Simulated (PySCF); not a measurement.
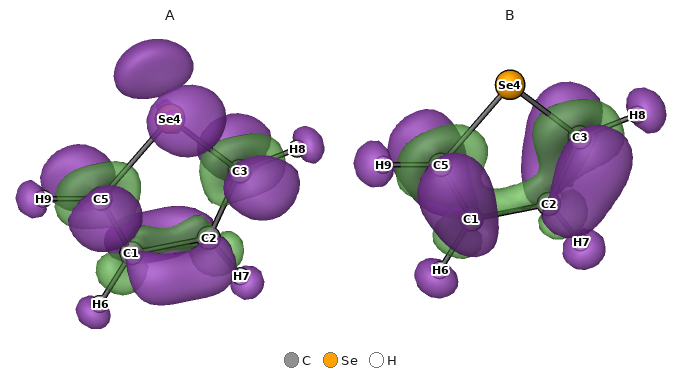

*C₄H₄Se, SMILES `c1cc[se]c1`. The two Fukui functions at ±0.03 e/Å³ (purple positive, green negative).*

PySCF calculation, B3LYP/def2-SVP, gas phase; geometry: GFN2-xTB. No frequency check shows the geometry to be a minimum. GFN2-xTB bond lengths at metals and heavier atoms can be off by up to 0.1 Å and shapes distorted, which carries into these values.

Geometry (Å), atoms numbered from 1:

```
C1       1.6739   -0.7081    0.0000
C2       1.6739    0.7082    0.0000
C3       0.4395    1.2708    0.0000
Se4     -0.9101    0.0000    0.0000
C5       0.4395   -1.2708    0.0000
H6       2.5816   -1.2877    0.0000
H7       2.5816    1.2878    0.0000
H8       0.2099    2.3212    0.0000
H9       0.2100   -2.3212    0.0000
```

Question: Which panel is f⁻ (electron removed) and which f⁺ (electron added)?

Answer: A is f⁺, B is f⁻. f⁻ (Hirshfeld-condensed) is largest on Se4 (0.22) and C3 and C5 (0.17 each); the vertical ionisation energy is 8.81 eV. f⁺ (Hirshfeld-condensed) is largest on Se4 (0.28); the vertical electron affinity is −1.65 eV (the stability of the anion's solution wasn't checked; negative, but this basis has no diffuse functions, so it doesn't show that the anion is unbound).

Question: What chemical potential and hardness follow from the two energies?

Answer: μ = −(I + A)/2 = −3.58 eV and η = I − A = 10.45 eV.
